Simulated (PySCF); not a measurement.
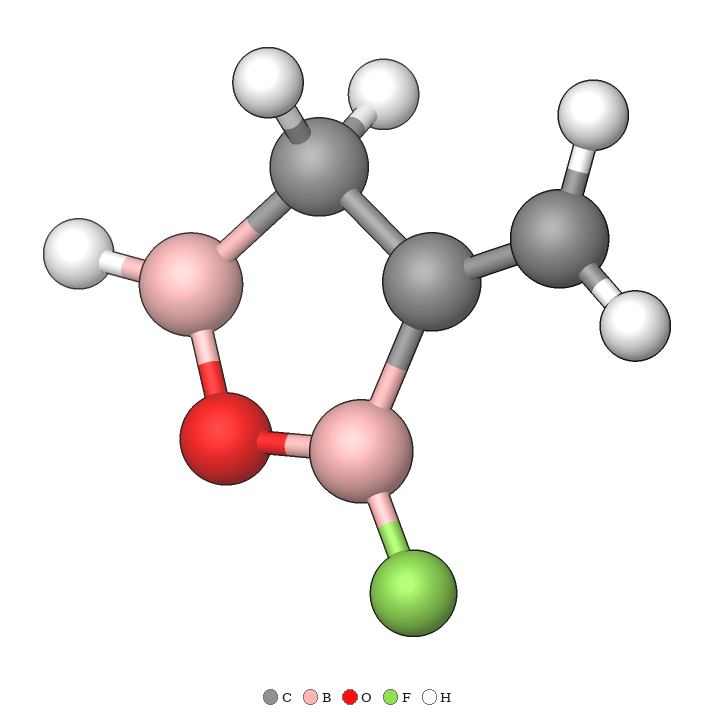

A ball-and-stick model of a molecule. Every bond is drawn as one stick, whatever its order.

The geometry was computed by an optimisation with GFN2-xTB. No frequency run is at hand to confirm it as a minimum.

**What is the molecular formula?**

C3H5B2FO, 12 atoms: 3 carbon, 5 hydrogen, 2 boron, 1 fluorine and 1 oxygen.

**Name functional groups in it.**

Among them: alkene, B–H bond.

**Describe its rings.**

Independent rings (smallest set): 1 of 5 members.

The parts below concern this one geometry. Atoms keep their numbers from picture to picture.

Shape

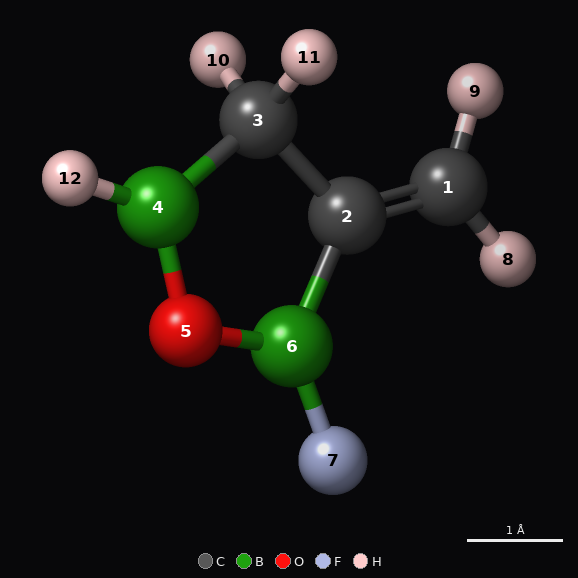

Atoms carry their numbers in the input. No frequency run is at hand to confirm it as a minimum.

Give the bond lengths.

```tsv
bond	length (Å)	order
C1–C2	1.329	double
C1–H8	1.077	single
C1–H9	1.080	single
C2–C3	1.518	single
C2–B6	1.568	single
C3–B4	1.597	single
C3–H10	1.092	single
C3–H11	1.092	single
B4–O5	1.356	single
B4–H12	1.168	single
O5–B6	1.369	single
B6–F7	1.321	single
```

Ring current

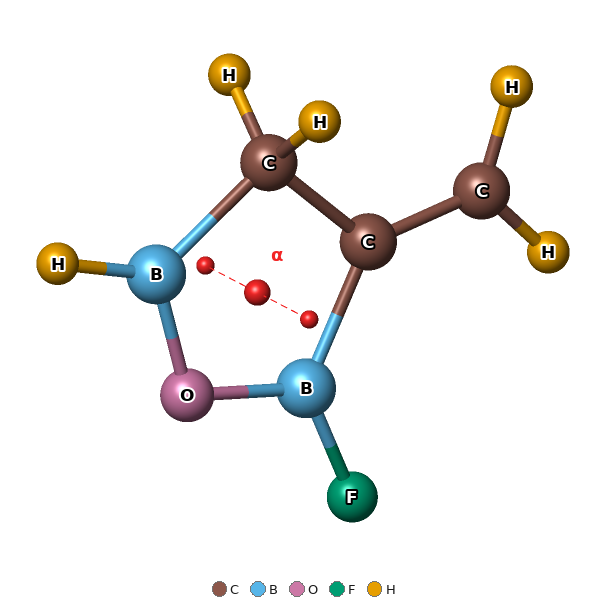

The small points mark where nucleus-independent chemical shifts (NICS) were computed: at the centre of each lettered ring and 1 Å above and below it. No frequency run is at hand to confirm it as a minimum. Method: GIAO PBE0/pcSseg-1 NMR shielding, non-relativistic, gas phase (PySCF 2.14.0).

Give NICS(0), NICS(1) and the out-of-plane component NICS(1)zz for each ring (means of the two sides).

```tsv
ring	members	NICS(0)	NICS(1)	NICS(1)zz
α	C2B2O	1.8	−2.6	−3.1
```

Values in ppm.

**What do the values say about the ring currents?**

Ring α: weak, as in a non-aromatic ring. NICS is one index among several.

Electronic properties

No frequency run is at hand to confirm it as a minimum. Level of theory: CAM-B3LYP/def2-SVPD, gas phase (PySCF 2.14.0). Excitations: vertical, linear response.

Predict the main results.

- dipole moment: 2.33 D
- HOMO energy (Kohn–Sham orbital): −9.32 eV
- LUMO energy (Kohn–Sham orbital): −0.30 eV
- HOMO–LUMO gap: 9.02 eV
- mean static polarisability: 61.5 bohr³
- lowest vertical singlet excitation: 6.00 eV
- its oscillator strength: 0.001
- brightest of the 8 lowest singlets: 6.28 eV
- its oscillator strength: 0.34

Quadrupole coupling

No frequency run is at hand to confirm it as a minimum. Electric field gradients from the ground-state density, PBE0/pcSseg-1 (PySCF 2.14.0), non-relativistic apart from any core potentials.

Give the largest field-gradient component, the quadrupole coupling constant and the asymmetry for 11B at B4 (Q = 40.59 mb), 17O at O5 (Q = −25.6 mb), 11B at B6 (Q = 40.59 mb).

```tsv
atom	V_zz (a.u.)	e²qQ/h (MHz)	η
B4	0.500	4.77	0.37
O5	−0.896	5.39	0.42
B6	0.368	3.51	0.49
```

NMR shielding

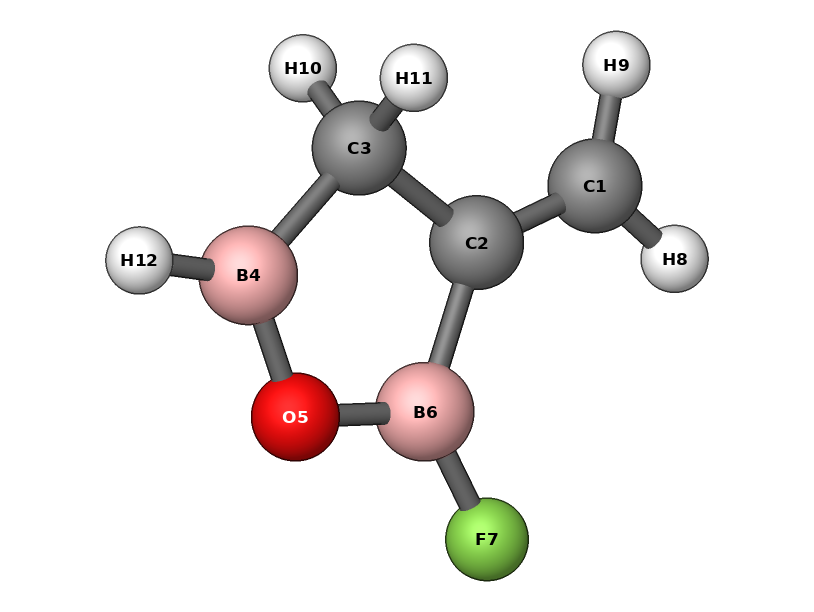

No frequency run is at hand to confirm it as a minimum. Level of theory: GIAO PBE0/pcSseg-1 NMR shielding, non-relativistic, gas phase (PySCF 2.14.0). Principal shieldings σ11 ≤ σ22 ≤ σ33, span Ω = σ33 − σ11, skew κ = 3(σiso − σ22)/Ω.

Give the shielding tensors of the O atoms.

| atom | σ11 | σ22 | σ33 | σiso | Ω | κ |
| --- | --- | --- | --- | --- | --- | --- |
| O5 | −143.7 | −45.5 | 323.6 | 44.8 | 467.3 | 0.58 |

Shieldings and span in ppm.

The geometry is semi-empirical. Around B such bond lengths and angles can be off by a tenth of an ångström or more and by several degrees, and values that hang on the shape move with them.
